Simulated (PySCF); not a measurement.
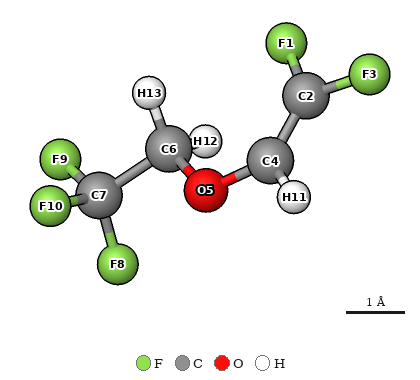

The structure as given in the input (ball-and-stick view, seen at a tilt; atoms are numbered from 1 in the order of the input). Bond lengths as drawn: C–C 1.32 to 1.53 Å, C–F 1.33 to 1.34 Å, C–H 1.08 to 1.10 Å and C–O 1.35 to 1.41 Å.

## What a change does: NMR shielding calculation on C4H3F5O

System: C4H3F5O.
Method of the first run: GIAO PW91/pcSseg-1 NMR shielding, non-relativistic, gas phase (PySCF 2.14.0).

The geometry comes from this level: GFN2-xTB. Text and figures count atoms from 1; the logs count them from 0 in places.

## Input file, the first run
```
{"job": {"kind": "nmr", "xc": "PW91", "basis": "pcSseg-1", "pop": false}, "charge": 0, "multiplicity": 1}
F      2.119118     0.918282     0.973438
C      2.264102    -0.157593     0.194673
F      3.555258    -0.444456     0.052990
C      1.314918    -0.878535    -0.383032
O     -0.028639    -0.724095    -0.341902
C     -0.551163     0.345023     0.411440
C     -2.071289     0.279264     0.278861
F     -2.475544     0.402647    -0.985749
F     -2.644492     1.271786     0.973571
F     -2.571410    -0.865141     0.746079
H      1.600529    -1.725869    -0.987660
H     -0.217807     1.318849     0.030302
H     -0.297969     0.260324     1.476158
```

The first line tells a small driver script what to run in PySCF; the rest is the geometry in Å.

Launched with:
```bash
OMP_NUM_THREADS=1 python <driver script> task.json out
```

Hardware: 1 CPU thread, shared host.

## Output (the first run)
```
coarse grid: 12720 points
cycle   1  E = -728.0171599820  dE =  1.660e+00  |g| = 1.181e+00  |ddm| = 3.296e+00
cycle   2  E = -727.2196724853  dE =  7.975e-01  |g| = 2.451e+00  |ddm| = 2.140e+00
cycle   3  E = -728.2064459474  dE = -9.868e-01  |g| = 3.918e-01  |ddm| = 1.725e+00
cycle   4  E = -728.2340593085  dE = -2.761e-02  |g| = 1.620e-01  |ddm| = 4.466e-01
cycle   5  E = -728.2387674820  dE = -4.708e-03  |g| = 5.530e-02  |ddm| = 1.570e-01
cycle   6  E = -728.2394117605  dE = -6.443e-04  |g| = 2.084e-02  |ddm| = 5.188e-02
cycle   7  E = -728.2395037928  dE = -9.203e-05  |g| = 4.544e-03  |ddm| = 1.618e-02
cycle   8  E = -728.2395072574  dE = -3.465e-06  |g| = 9.028e-04  |ddm| = 3.567e-03
final grid: 130176 points
cycle   9  E = -728.3727413712  dE = -7.035e-05  |g| = 1.558e-02  |ddm| = 3.375e-02
cycle  10  E = -728.3726132223  dE =  1.281e-04  |g| = 3.158e-02  |ddm| = 2.574e-02
cycle  11  E = -728.3727808573  dE = -1.676e-04  |g| = 3.538e-03  |ddm| = 1.894e-02
cycle  12  E = -728.3727836865  dE = -2.829e-06  |g| = 1.023e-03  |ddm| = 3.803e-03
cycle  13  E = -728.3727839001  dE = -2.137e-07  |g| = 2.928e-04  |ddm| = 1.028e-03
cycle  14  E = -728.3727839164  dE = -1.629e-08  |g| = 8.039e-05  |ddm| = 2.372e-04
cycle  15  E = -728.3727839176  dE = -1.138e-09  |g| = 2.129e-05  |ddm| = 6.190e-05
cycle  16  E = -728.3727839176  dE = -7.299e-11  |g| = 7.786e-06  |ddm| = 1.648e-05
converged SCF energy = -728.3727839176

GIAO shielding tensors (ppm)
atom      isotropic    diamagn.    paramagn.     s11        s22        s33       span
  0 F      266.494     476.807    -210.313    252.327    252.721    294.434     42.107
  1 C       13.331     251.050    -237.719    -44.446     41.125     43.313     87.759
  2 F      274.116     470.740    -196.624    210.843    291.152    320.352    109.509
  3 C       68.095     250.000    -181.906     12.026     88.280    103.978     91.952
  4 O      259.024     396.718    -137.694    217.537    275.672    283.864     66.327
  5 C      106.944     249.624    -142.680     88.700     94.031    138.101     49.400
  6 C       44.099     243.538    -199.440     38.183     44.752     49.361     11.178
  7 F      244.271     473.326    -229.055    163.783    245.271    323.758    159.975
  8 F      243.900     470.671    -226.772    162.242    240.412    329.044    166.803
  9 F      244.226     472.478    -228.253    163.696    245.220    323.761    160.065
 10 H       25.652      28.875      -3.223     21.981     24.551     30.424      8.443
 11 H       27.235      31.604      -4.369     23.026     28.920     29.760      6.734
 12 H       27.234      31.080      -3.846     23.037     28.899     29.767      6.730
```

For the second run the input was changed thus:
```diff
-"xc": "PW91"
+"xc": "PBE"
+"scf": {"conv": 1e-07}
```

What does this change do to the results?

The total energies belong to different methods, so their difference says nothing on which is more stable or more accurate. The HOMO goes from −5.83 to −5.75 eV. The LUMO goes from −0.44 to −0.35 eV. Of all shieldings, the largest change is that of C2 and C4, by +1.7 ppm. The functional changes from PW91 to PBE. The SCF takes 10 iterations against 16.

## Output (the second run)
```
final grid: 130176 points
cycle   1  E = -727.6358100418  dE =  1.662e+00  |g| = 1.151e+00  |ddm| = 3.292e+00
cycle   2  E = -726.8688656164  dE =  7.669e-01  |g| = 2.395e+00  |ddm| = 2.088e+00
cycle   3  E = -727.8172256214  dE = -9.484e-01  |g| = 3.815e-01  |ddm| = 1.686e+00
cycle   4  E = -727.8435192760  dE = -2.629e-02  |g| = 1.571e-01  |ddm| = 4.363e-01
cycle   5  E = -727.8479675230  dE = -4.448e-03  |g| = 5.268e-02  |ddm| = 1.506e-01
cycle   6  E = -727.8485469012  dE = -5.794e-04  |g| = 2.010e-02  |ddm| = 4.944e-02
cycle   7  E = -727.8486326826  dE = -8.578e-05  |g| = 4.375e-03  |ddm| = 1.561e-02
cycle   8  E = -727.8486358770  dE = -3.194e-06  |g| = 8.749e-04  |ddm| = 3.429e-03
cycle   9  E = -727.8486359928  dE = -1.157e-07  |g| = 4.130e-04  |ddm| = 8.447e-04
cycle  10  E = -727.8486360201  dE = -2.737e-08  |g| = 1.080e-04  |ddm| = 2.935e-04
converged SCF energy = -727.8486360201

GIAO shielding tensors (ppm)
atom      isotropic    diamagn.    paramagn.     s11        s22        s33       span
  0 F      266.646     476.603    -209.957    252.044    253.309    294.586     42.542
  1 C       14.994     251.056    -236.062    -42.208     42.787     44.402     86.610
  2 F      274.403     470.540    -196.137    211.672    291.268    320.269    108.598
  3 C       69.771     250.135    -180.364     14.048     90.129    105.136     91.089
  4 O      260.446     396.480    -136.034    219.261    277.450    284.627     65.366
  5 C      108.314     249.725    -141.411     90.035     95.434    139.471     49.436
  6 C       45.514     243.550    -198.036     39.432     46.281     50.830     11.398
  7 F      244.780     473.148    -228.368    164.776    245.756    323.807    159.031
  8 F      244.441     470.488    -226.047    163.266    240.956    329.101    165.835
  9 F      244.731     472.303    -227.571    164.684    245.702    323.809    159.125
 10 H       25.639      28.854      -3.215     21.962     24.546     30.409      8.447
 11 H       27.231      31.595      -4.364     23.010     28.903     29.779      6.769
 12 H       27.230      31.078      -3.848     23.021     28.883     29.786      6.765
```

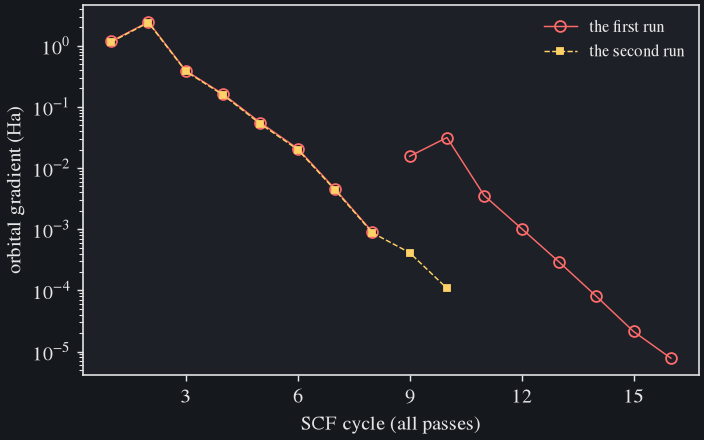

Convergence of the two runs: orbital gradient against the SCF cycle. A break in a curve parts two SCF passes (coarse and final grid). The first run takes 16 cycles in all, and the second run takes 10.

## The two runs side by side

```tsv
quantity	the first run	the second run
outcome	converged	converged
total energy (hartree)	−728.372784	−727.848636
HOMO (eV)	−5.83	−5.75
LUMO (eV)	−0.44	−0.35
dipole moment (D)	1.08	1.08
shielding of C2 (ppm)	13.3	15.0
shielding of C4 (ppm)	68.1	69.8
shielding of O5 (ppm)	259.0	260.4
shielding of C6 (ppm)	106.9	108.3
shielding of C7 (ppm)	44.1	45.5
shielding of F8 (ppm)	244.3	244.8
shielding of F9 (ppm)	243.9	244.4
SCF iterations	16	10
basis functions	185	185
wall time (shared host)	96 s	85 s
```
